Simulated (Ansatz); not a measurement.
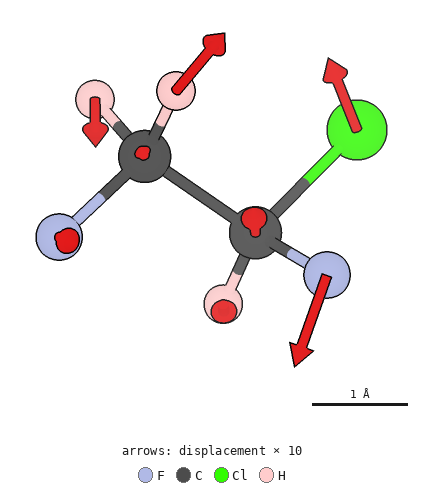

A relaxation of C2H3ClF2 (coarse preliminary run). The starting structure is drawn; red arrows show the displacements, 10 times their true length. The two geometries are superimposed by the best rigid fit.

The picture is a ball-and-stick view, seen at a tilt.

The start comes from a force field.

All numbers below come from RKS PBE-D4/def2-SVP in Ansatz 0.2.0.

Input file:
```yaml
crystal:
  periodic: [false, false, false]
  atoms:
    - {symbol: F, position_ang: [-0.376700, -0.787900, 1.602900]}
    - {symbol: C, position_ang: [0.280200, 0.035600, 0.725400]}
    - {symbol: C, position_ang: [-0.368800, -0.050400, -0.668900]}
    - {symbol: F, position_ang: [-0.017200, -1.272900, -1.184000]}
    - {symbol: Cl, position_ang: [0.357100, 1.165600, -1.759700]}
    - {symbol: H, position_ang: [0.257100, 1.074600, 1.118400]}
    - {symbol: H, position_ang: [1.342000, -0.323600, 0.730400]}
    - {symbol: H, position_ang: [-1.381600, 0.101900, -0.620300]}
basis:
  gaussian: {orbitals: def2-SVP}
hamiltonian: {xc: pbe, dispersion: d4}
relax: {f_tol: 0.03, max_steps: 200}
```

### What happened in the run?

After 4 geometry steps the energy has fallen by 0.251 eV. Largest force component: 4.7 eV/Å at the start, 0.023 eV/Å at the end. H7 moves most after the best rigid fit: 0.11 Å. By element the largest moves are H 0.11 Å, F 0.10 Å, Cl 0.09 Å, C 0.06 Å. Among the contacts that change: C3–H8 1.025 → 1.111 Å, C2–C3 1.540 → 1.520 Å, C3–Cl5 1.788 → 1.804 Å, C3–F4 1.372 → 1.361 Å. Among the angles between lasting bonds that change: F1–C2–H7 105.0° → 110.1°, F4–C3–H8 113.8° → 108.9°, F4–C3–Cl5 105.8° → 110.0°.
